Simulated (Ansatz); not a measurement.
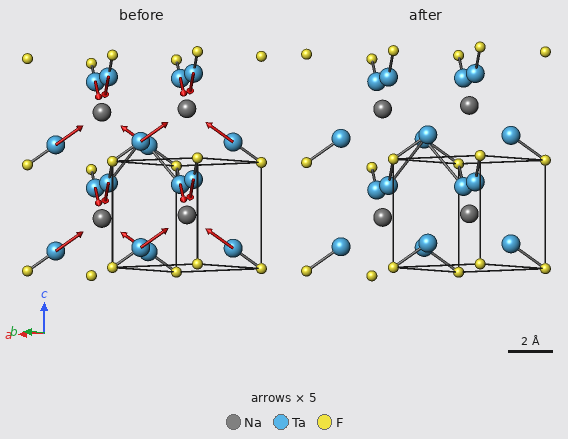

The structure of a crystal of NaTa₄F (a generated structure, set up in P-43m) (coarse preliminary run) before (left) and after (right) a relaxation, at one scale. The red arrows give the displacements (the part carried along by the change of the cell is left out), magnified 5 times.

The picture is a ball-and-stick view of the cell of the calculation, repeated 2 × 1 × 2 with one cell outlined, seen from a free direction.

Theory: DFT PBE, scalar-relativistic, plane waves, PAW in Ansatz. Settings: plane-wave cutoff 420 eV; k-point mesh 4 × 4 × 4; occupations gaussian; smearing width 0.1 eV; no spin polarisation; cell and atoms relaxed; force threshold 0.04 eV/Å; at most 70 steps.

> Summarise the run.

The energy falls by 2055 meV per atom in 5 accepted moves (6 points after the start). Largest force component: 14 eV/Å at the start, 0.00042 eV/Å at the end. The pressure goes from 69.74 to 0.10 GPa. At 1 point the geometry stayed and the basis and grid were re-selected for the new cell (energy shift of 1.2 meV per atom at most each time). The largest moves relative to the cell, 0.31 Å, are those of Ta atoms. Na and F stay in place. The drawn cell changes as follows: a = b = c 4.847 → 4.948 Å (+2.1 %); the volume changes by +6.4 %. Near-neighbour distances that change, for instance: Ta–Ta 2.603 → 3.170 Å, F–Ta 1.594 → 1.941 Å, Na–Ta 2.604 → 2.344 Å. The space group stays P-43m (No. 215). Cost: 29 s on 1 thread of Arm Neoverse V2, on a shared host, peak memory 0.35 GiB.
